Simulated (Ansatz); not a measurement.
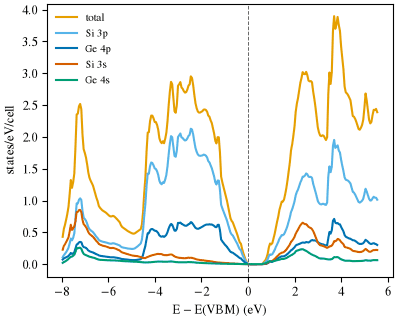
Figure: Total and projected density of states of Si3Ge in space group P-4m2 (No. 115; Si on 2g, Si on 1a, Ge on 1c), r²SCAN (plane waves, PAW; program Ansatz)

Task: Which orbitals carry the states next to the gap?

Result: Top 1 eV of the valence band: Si 3p 69 %, Ge 4p 27 %. Bottom 1 eV of the conduction band: Si 3p 47 %, Si 3s 17 %, Ge 4p 12 %, Ge 4s 10 %, outside the projected shells 14 %. Projections are on Löwdin-orthogonalised atomic valence shells; empty p or d shells of many metals are not among them.

Task: Where is the tallest occupied peak in this window, and what makes it?

Result: Near -2.4 eV, about 3.0 states/eV per cell; the largest projected share is Si 3p.

The start of the workflow was typed in or built on a structure type; neither database checked (COD, Materials Project) lists it. Its standing as an ambient phase is unchecked. The r²SCAN relaxation kept the symmetry of its start; its stability against distortions is not shown here. Spin–orbit coupling is left out wherever it is not named.

Potentials: the later of the program's two PAW sets.
